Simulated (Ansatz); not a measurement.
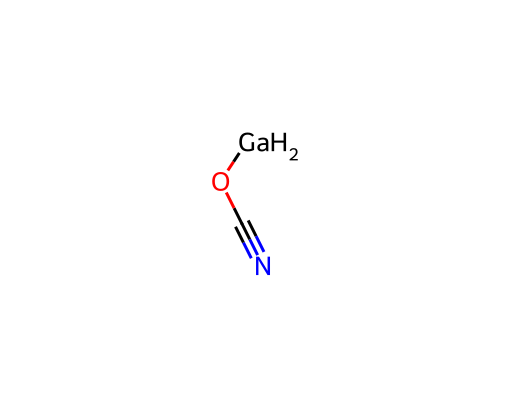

A structural formula.

Question: Transcribe the drawing into SMILES.

Answer: N#C[O][GaH2]

Question: Give the formula, hydrogens included.

Answer: CH2GaNO.

Question: An optimisation with PBE0-D4/def2-TZVP gave a structure of which point group?

Answer: Cs.

More results for the same structure follow; atom numbers are the same in all pictures, views and colours differ. Computed geometry: PBE0-D4/def2-TZVP optimisation.

### Geometry

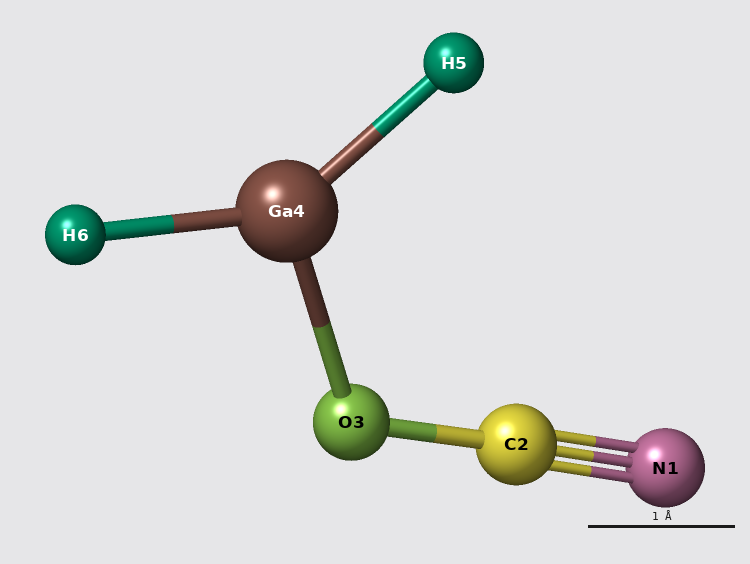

Estimate the angles N1–C2–O3, C2–O3–Ga4, O3–Ga4–H5, O3–Ga4–H6, H5–Ga4–H6.

```
    angle  degrees
 N1–C2–O3    178.8
C2–O3–Ga4    123.7
O3–Ga4–H5    113.3
O3–Ga4–H6    108.8
H5–Ga4–H6    137.9
```

### Dipole moment

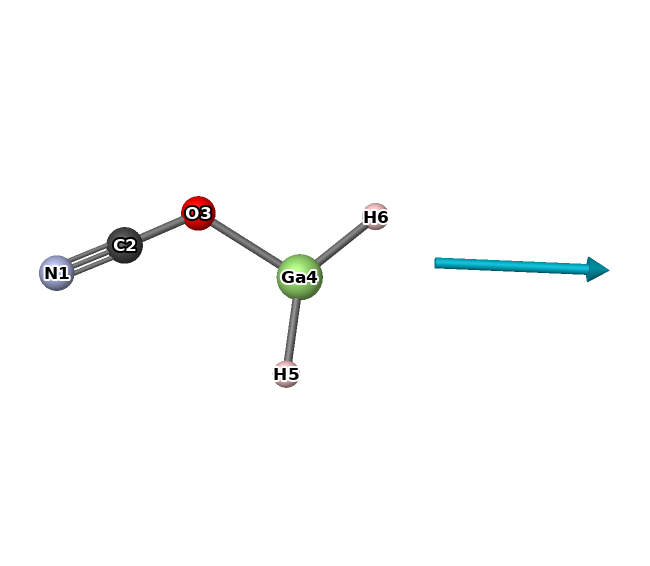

The arrow beside the molecule shows the direction of the dipole moment, from the negative to the positive end (its length means nothing). Properties computed with RKS r2SCAN-D4/def2-TZVPP (Ansatz 0.2.0).

Question: Estimate the dipole moment.

Answer: 5.84 D; it points from the side of N1 to the side of H6 (the outermost atoms at the two ends).

### Vibrations

Harmonic vibrations computed with RKS PBE0-D4/def2-TZVP (Ansatz 0.2.0) at a stationary point of the same level.

Question: How many vibrational modes are there, and where do they lie?

Answer: 12 modes: 122, 150, 476, 495, 565, 628, 641, 708, 1201, 2052, 2084, 2370 cm⁻¹.

### Charges

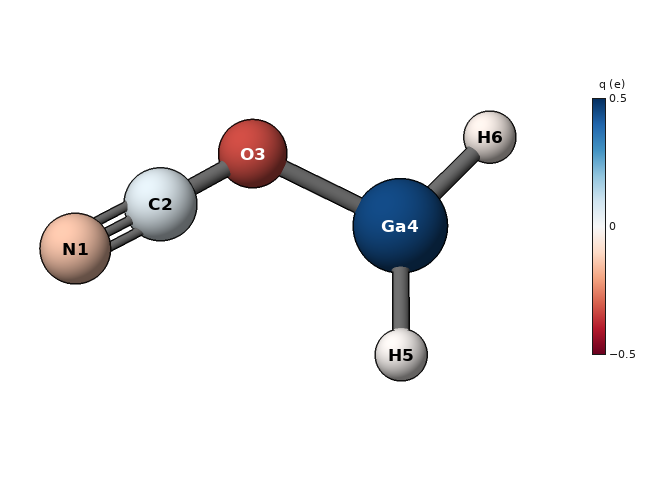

Atoms are coloured by their Mulliken charges. Properties computed with RKS PBE0-D4/def2-TZVP (Ansatz 0.2.0).

List the Mulliken charges.

```csv
atom,value (e)
N1,−0.14
C2,0.06
O3,−0.33
Ga4,0.45
H5,−0.01
H6,−0.03
```

Mulliken values depend strongly on the basis set and can even reverse the polarity of a bond.
